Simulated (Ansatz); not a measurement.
**Geometry relaxation, with input and output: CH$_{10}$BNOSi$_{2}$ (part 2 of 2)**

CH$_{10}$BNOSi$_{2}$; RKS BLYP-D4/cc-pVDZ (Ansatz 0.2.0). It belongs to a series of runs on one base structure; here: end point B relaxed.

Geometry of the input (Å):
```
B  1.9425  -0.6044  -1.6037
O  1.6918  0.1817  -0.3719
Si -0.0217  0.1070  -0.0201
C  -0.4275  -1.6368  0.3982
N  -0.9597  0.7102  -1.3993
Si -0.3846  1.3978  1.7810
H  1.8698  0.0027  -2.6510
H  2.1967  -1.6938  -1.5879
H  0.1272  -2.0129  1.2770
H  -0.3657  -2.2936  -0.4653
H  -1.5785  -1.6571  0.7267
H  -0.6706  1.7238  -1.5069
H  -2.0078  0.7435  -1.0870
H  0.0362  2.7839  1.5146
H  -1.7814  1.3626  2.1271
H  0.4081  0.8949  2.9091
```

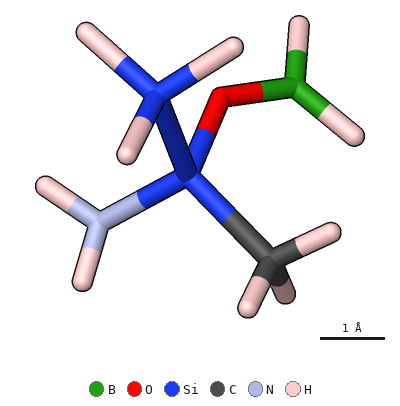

Fig. 1: The geometry at step 19 of the log (stick view, seen at a tilt).

## Trajectory as extended XYZ, continued
```
16
Properties=species:S:1:pos:R:3:forces:R:3 step=5 energy=-21169.06746
B     2.1029   -0.4561   -1.6537   -0.1362  -0.2457  -0.0620
O     1.4427    0.1810   -0.6447    0.1069   0.1116   0.1067
Si   -0.1343    0.0887    0.0426    0.2251  -0.2184  -0.4721
C    -0.6386   -1.7025    0.4066    0.2074   0.1000  -0.0157
N    -1.0592    0.6055   -1.3746   -0.4168  -0.0146   0.0849
Si   -0.2492    1.4930    1.9486    0.0004   0.0167   0.0137
H     2.4142    0.1740   -2.6627    0.1254  -0.0346   0.2797
H     2.3451   -1.6633   -1.5616   -0.0151   0.2488  -0.0201
H    -0.0002   -2.1397    1.2021   -0.0434   0.0030  -0.0191
H    -0.5421   -2.3224   -0.5094    0.0020   0.0504   0.0360
H    -1.6883   -1.7347    0.7472   -0.1843  -0.0630   0.0894
H    -0.8794    1.5678   -1.6890    0.0220   0.0245   0.0100
H    -2.0808    0.4880   -1.3120    0.0169   0.0289   0.0025
H     0.1811    2.8978    1.6091   -0.0034  -0.0245   0.0157
H    -1.7032    1.5387    2.3747    0.1043  -0.0045  -0.0213
H     0.5642    0.9936    3.1174   -0.0112   0.0213  -0.0283
16
Properties=species:S:1:pos:R:3:forces:R:3 step=8 energy=-21169.23617
B     2.1968   -0.4496   -1.5581    0.0328   0.1339  -0.0740
O     1.3492    0.2848   -0.7829    0.1423  -0.0124  -0.1486
Si   -0.1958    0.0796   -0.0485   -0.0728  -0.0074  -0.0551
C    -0.6446   -1.7121    0.3553   -0.0130  -0.0303   0.0015
N    -1.2672    0.6126   -1.3504   -0.0617  -0.0111   0.0339
Si   -0.1897    1.4776    1.8687    0.0145   0.0152   0.0271
H     2.9051    0.1714   -2.3559   -0.0951  -0.2012   0.2874
H     2.2466   -1.6703   -1.4626   -0.0386   0.1084  -0.0226
H     0.0473   -2.1479    1.1044    0.0034   0.0180  -0.0166
H    -0.6143   -2.3353   -0.5618    0.0057  -0.0013   0.0088
H    -1.6732   -1.7596    0.7772    0.0639   0.0093  -0.0227
H    -1.1373    1.5897   -1.6454   -0.0297  -0.0205   0.0021
H    -2.2725    0.4573   -1.1973    0.0205   0.0197   0.0116
H     0.2502    2.8747    1.5138    0.0019  -0.0031  -0.0130
H    -1.6050    1.5626    2.3905    0.0120  -0.0090  -0.0027
H     0.6793    0.9740    2.9938    0.0139  -0.0081  -0.0171
16
Properties=species:S:1:pos:R:3:forces:R:3 step=10 energy=-21169.29112
B     2.1583   -0.4821   -1.4831    0.5236  -0.0009   0.1460
O     1.3136    0.3729   -0.8519   -0.1031   0.0629  -0.0926
Si   -0.2262    0.1124   -0.1020   -0.0968   0.0977   0.0357
C    -0.5813   -1.6999    0.2878   -0.0139  -0.0751  -0.0003
N    -1.3642    0.6380   -1.3514    0.0096  -0.0155   0.0421
Si   -0.1737    1.4819    1.8379   -0.0004   0.0083   0.0061
H     3.1225    0.0149   -2.0696   -0.2953  -0.1582   0.0679
H     2.0198   -1.6939   -1.3819   -0.0536   0.0749  -0.1414
H     0.1721   -2.1197    0.9864   -0.0197   0.0411  -0.0289
H    -0.5721   -2.3039   -0.6419   -0.0117  -0.0107   0.0096
H    -1.5801   -1.8015    0.7659    0.0472   0.0150  -0.0261
H    -1.2834    1.6258   -1.6293   -0.0017  -0.0307   0.0149
H    -2.3540    0.4553   -1.1391   -0.0011  -0.0007  -0.0069
H     0.2335    2.8863    1.4719   -0.0036   0.0009   0.0027
H    -1.5646    1.5434    2.4250    0.0153  -0.0041  -0.0015
H     0.7546    0.9794    2.9160    0.0052  -0.0052  -0.0271
16
Properties=species:S:1:pos:R:3:forces:R:3 step=12 energy=-21169.30666
B     2.1891   -0.4893   -1.4333    0.0501   0.0150   0.0156
O     1.2977    0.3815   -0.8861    0.0410  -0.0137  -0.0106
Si   -0.2399    0.1257   -0.1239   -0.0839  -0.0342  -0.0717
C    -0.5859   -1.6931    0.2669    0.0056   0.0489   0.0121
N    -1.3938    0.6476   -1.3588    0.0251   0.0186   0.0467
Si   -0.1630    1.4831    1.8240    0.0100  -0.0052   0.0017
H     3.1682   -0.0177   -1.9891   -0.0649  -0.0187   0.0351
H     2.0210   -1.6961   -1.3564   -0.0043   0.0181  -0.0055
H     0.1959   -2.0948    0.9425   -0.0172  -0.0303   0.0014
H    -0.6118   -2.3113   -0.6530    0.0206   0.0344  -0.0065
H    -1.5654   -1.7875    0.7816    0.0143  -0.0063   0.0133
H    -1.3421    1.6448   -1.6068   -0.0171  -0.0149  -0.0128
H    -2.3777    0.4289   -1.1531    0.0094  -0.0015  -0.0003
H     0.2178    2.8985    1.4719   -0.0022  -0.0062  -0.0069
H    -1.5370    1.5175    2.4497    0.0061  -0.0047   0.0006
H     0.8017    0.9717    2.8645    0.0074   0.0006  -0.0122
16
Properties=species:S:1:pos:R:3:forces:R:3 step=14 energy=-21169.31169
B     2.2085   -0.4876   -1.3544   -0.0882   0.0532   0.0301
O     1.2762    0.3912   -0.8916    0.0391  -0.0811  -0.0338
Si   -0.2690    0.1319   -0.1403    0.0411   0.0364   0.0138
C    -0.6113   -1.6878    0.2327   -0.0122  -0.0176   0.0105
N    -1.4269    0.6565   -1.3609   -0.0723   0.0340  -0.0355
Si   -0.1303    1.4857    1.8035   -0.0099  -0.0239   0.0315
H     3.1957   -0.0206   -1.8868    0.0450   0.0076  -0.0168
H     2.0550   -1.6917   -1.2327    0.0074  -0.0002   0.0082
H     0.1852   -2.1193    0.8713    0.0006   0.0083  -0.0058
H    -0.6655   -2.2755   -0.7062    0.0006   0.0018   0.0105
H    -1.5744   -1.7937    0.7750    0.0001  -0.0007  -0.0117
H    -1.4191    1.6563   -1.6015    0.0146  -0.0264   0.0164
H    -2.4030    0.3816   -1.1886    0.0327  -0.0037  -0.0029
H     0.1864    2.9122    1.4319   -0.0038  -0.0105  -0.0006
H    -1.4579    1.4763    2.5250    0.0244   0.0051   0.0003
H     0.9253    0.9939    2.7644   -0.0193   0.0177  -0.0142
16
Properties=species:S:1:pos:R:3:forces:R:3 step=17 energy=-21169.31338
B     2.2185   -0.4937   -1.3310    0.0630  -0.0402  -0.0101
O     1.2683    0.3829   -0.9141   -0.0605   0.0169   0.0104
Si   -0.2752    0.1362   -0.1540    0.0036   0.0164   0.0067
C    -0.6256   -1.6829    0.2193    0.0047  -0.0015  -0.0060
N    -1.4406    0.6722   -1.3641    0.0037  -0.0084   0.0069
Si   -0.1189    1.4805    1.7963    0.0011  -0.0015   0.0092
H     3.2105   -0.0336   -1.8667   -0.0103   0.0019  -0.0033
H     2.0868   -1.6959   -1.1639   -0.0036   0.0117   0.0015
H     0.1642   -2.1111    0.8683   -0.0067   0.0012  -0.0003
H    -0.6662   -2.2742   -0.7178    0.0005  -0.0008  -0.0002
H    -1.5962   -1.7878    0.7475    0.0007   0.0020   0.0003
H    -1.4468    1.6765   -1.5811   -0.0022   0.0015   0.0010
H    -2.4105    0.3743   -1.1998    0.0060   0.0047  -0.0035
H     0.1374    2.9187    1.4207   -0.0046  -0.0152   0.0057
H    -1.4180    1.4252    2.5656    0.0210   0.0025  -0.0093
H     0.9869    1.0221    2.7154   -0.0164   0.0089  -0.0090
16
Properties=species:S:1:pos:R:3:forces:R:3 step=19 energy=-21169.31374
B     2.2318   -0.5001   -1.3095    0.0502  -0.0213   0.0343
O     1.2567    0.3727   -0.9396   -0.0099  -0.0355  -0.0174
Si   -0.2810    0.1372   -0.1647    0.0069   0.0102  -0.0171
C    -0.6410   -1.6814    0.2036    0.0038   0.0060  -0.0020
N    -1.4533    0.6875   -1.3619    0.0306  -0.0167   0.0284
Si   -0.1038    1.4762    1.7869   -0.0084   0.0218   0.0276
H     3.2123   -0.0404   -1.8703   -0.0443  -0.0199   0.0078
H     2.1368   -1.6968   -1.0711   -0.0106   0.0742  -0.0222
H     0.1385   -2.1114    0.8637   -0.0057  -0.0006  -0.0008
H    -0.6692   -2.2732   -0.7337   -0.0005   0.0025  -0.0015
H    -1.6195   -1.7836    0.7176    0.0033  -0.0004   0.0014
H    -1.4716    1.6960   -1.5575   -0.0097  -0.0058  -0.0025
H    -2.4180    0.3707   -1.2056   -0.0086   0.0128  -0.0059
H     0.0972    2.9250    1.4142   -0.0008  -0.0307   0.0011
H    -1.3791    1.3805    2.5916    0.0181   0.0022  -0.0136
H     1.0382    1.0506    2.6770   -0.0144   0.0014  -0.0175
16
Properties=species:S:1:pos:R:3:forces:R:3 step=21 energy=-21169.31421
B     2.2312   -0.4963   -1.3103    0.0025  -0.0056  -0.0031
O     1.2571    0.3759   -0.9367   -0.0075  -0.0189  -0.0012
Si   -0.2799    0.1367   -0.1621    0.0064   0.0034  -0.0069
C    -0.6371   -1.6821    0.2061    0.0022   0.0008  -0.0003
N    -1.4521    0.6825   -1.3607    0.0068  -0.0034   0.0096
Si   -0.1074    1.4761    1.7893    0.0003   0.0045   0.0037
H     3.2088   -0.0368   -1.8727   -0.0086  -0.0052   0.0069
H     2.1292   -1.6923   -1.0835    0.0022   0.0270   0.0004
H     0.1453   -2.1134    0.8617   -0.0021  -0.0002  -0.0007
H    -0.6709   -2.2724   -0.7320   -0.0004   0.0011   0.0000
H    -1.6126   -1.7849    0.7257    0.0004  -0.0003  -0.0007
H    -1.4662    1.6894   -1.5651   -0.0030  -0.0046  -0.0004
H    -2.4188    0.3735   -1.2001   -0.0002   0.0064  -0.0034
H     0.1146    2.9194    1.4121   -0.0005  -0.0092   0.0038
H    -1.3897    1.3966    2.5827    0.0082   0.0019  -0.0039
H     1.0232    1.0376    2.6863   -0.0068   0.0023  -0.0038
16
Properties=species:S:1:pos:R:3:forces:R:3 step=23 energy=-21169.31453
B     2.2390   -0.4922   -1.2959   -0.0605   0.0314   0.0090
O     1.2454    0.3730   -0.9548    0.0326  -0.0392  -0.0081
Si   -0.2847    0.1351   -0.1677    0.0078  -0.0023  -0.0044
C    -0.6431   -1.6838    0.1978   -0.0013  -0.0020   0.0054
N    -1.4634    0.6842   -1.3569   -0.0130   0.0081  -0.0048
Si   -0.0988    1.4720    1.7836    0.0007  -0.0062  -0.0082
H     3.2052   -0.0324   -1.8746    0.0161  -0.0010  -0.0018
H     2.1592   -1.6799   -1.0261    0.0082   0.0075   0.0029
H     0.1376   -2.1183    0.8532    0.0033   0.0007  -0.0011
H    -0.6776   -2.2716   -0.7418   -0.0006   0.0005   0.0006
H    -1.6190   -1.7861    0.7169   -0.0013  -0.0013  -0.0028
H    -1.4771    1.6907   -1.5631    0.0044  -0.0047   0.0009
H    -2.4302    0.3775   -1.1925    0.0035   0.0000  -0.0003
H     0.1230    2.9137    1.4056    0.0028   0.0126  -0.0022
H    -1.3758    1.3945    2.5832   -0.0104   0.0006   0.0080
H     1.0352    1.0328    2.6739    0.0079  -0.0048   0.0069
16
Properties=species:S:1:pos:R:3:forces:R:3 step=26 energy=-21169.31482
B     2.2436   -0.4856   -1.2827   -0.0293   0.0278   0.0216
O     1.2318    0.3701   -0.9743    0.0313  -0.0356  -0.0147
Si   -0.2917    0.1333   -0.1754   -0.0058   0.0016   0.0055
C    -0.6490   -1.6856    0.1912   -0.0013  -0.0015   0.0008
N    -1.4773    0.6851   -1.3563   -0.0043   0.0004  -0.0045
Si   -0.0900    1.4668    1.7775   -0.0015  -0.0026  -0.0065
H     3.2027   -0.0267   -1.8750    0.0022  -0.0050  -0.0037
H     2.1907   -1.6639   -0.9671   -0.0003   0.0116  -0.0061
H     0.1319   -2.1195    0.8467    0.0020   0.0013  -0.0002
H    -0.6824   -2.2730   -0.7488   -0.0001  -0.0013  -0.0010
H    -1.6255   -1.7892    0.7089    0.0005  -0.0001  -0.0007
H    -1.4871    1.6907   -1.5662    0.0051   0.0035   0.0002
H    -2.4445    0.3838   -1.1853   -0.0003  -0.0035   0.0025
H     0.1385    2.9082    1.4014    0.0023   0.0074  -0.0017
H    -1.3630    1.3957    2.5845   -0.0072  -0.0001   0.0044
H     1.0462    1.0193    2.6614    0.0065  -0.0040   0.0041
16
Properties=species:S:1:pos:R:3:forces:R:3 step=28 energy=-21169.31488
B     2.2471   -0.4771   -1.2684   -0.0046   0.0156   0.0263
O     1.2167    0.3676   -0.9941    0.0343  -0.0377  -0.0165
Si   -0.3003    0.1313   -0.1830   -0.0097   0.0047   0.0077
C    -0.6542   -1.6880    0.1849   -0.0011   0.0001  -0.0015
N    -1.4923    0.6845   -1.3567    0.0006  -0.0039  -0.0018
Si   -0.0808    1.4615    1.7712   -0.0045   0.0016   0.0023
H     3.1992   -0.0198   -1.8744   -0.0116  -0.0091  -0.0014
H     2.2204   -1.6444   -0.9083   -0.0082   0.0296  -0.0148
H     0.1289   -2.1199    0.8390   -0.0005   0.0008   0.0008
H    -0.6875   -2.2753   -0.7553    0.0004  -0.0004  -0.0012
H    -1.6299   -1.7941    0.7034    0.0014  -0.0002   0.0015
H    -1.4959    1.6888   -1.5724    0.0021   0.0050   0.0005
H    -2.4602    0.3908   -1.1770    0.0010  -0.0019   0.0029
H     0.1619    2.9022    1.3984   -0.0005  -0.0046  -0.0010
H    -1.3524    1.4016    2.5827    0.0029   0.0009  -0.0009
H     1.0540    1.0000    2.6508   -0.0020  -0.0007  -0.0031
16
Properties=species:S:1:pos:R:3:forces:R:3 step=30 energy=-21169.31495
B     2.2459   -0.4785   -1.2719   -0.0092   0.0047  -0.0026
O     1.2216    0.3688   -0.9868    0.0115  -0.0121  -0.0040
Si   -0.2979    0.1316   -0.1800   -0.0019   0.0061   0.0033
C    -0.6519   -1.6878    0.1872   -0.0009   0.0002   0.0009
N    -1.4873    0.6840   -1.3568   -0.0030  -0.0002  -0.0037
Si   -0.0842    1.4637    1.7729   -0.0039  -0.0037   0.0017
H     3.1996   -0.0217   -1.8747    0.0015  -0.0006   0.0014
H     2.2085   -1.6497   -0.9299    0.0013   0.0048   0.0006
H     0.1316   -2.1199    0.8408    0.0004   0.0004   0.0001
H    -0.6861   -2.2751   -0.7529    0.0002   0.0004  -0.0002
H    -1.6270   -1.7936    0.7070    0.0004  -0.0004   0.0001
H    -1.4920    1.6888   -1.5708    0.0019   0.0009   0.0010
H    -2.4551    0.3888   -1.1791    0.0010  -0.0012   0.0013
H     0.1577    2.9041    1.3993    0.0003  -0.0013  -0.0015
H    -1.3575    1.4026    2.5812    0.0002   0.0017   0.0017
H     1.0490    1.0034    2.6550    0.0002   0.0002  -0.0001
```

## Results in brief

| quantity | value |
| --- | --- |
| outcome | converged |
| total energy | −21169.3154 eV |
| mean-field energy | −21168.4998 eV |
| largest force (length of the vector) at the end | 0.017 eV/Å |
| hardware | 2 threads of Arm Neoverse V1, 24 GiB of memory available, shared host |
| wall time | 2.1 min (CPU time 4.2 min) |
| peak memory | 0.21 GiB |
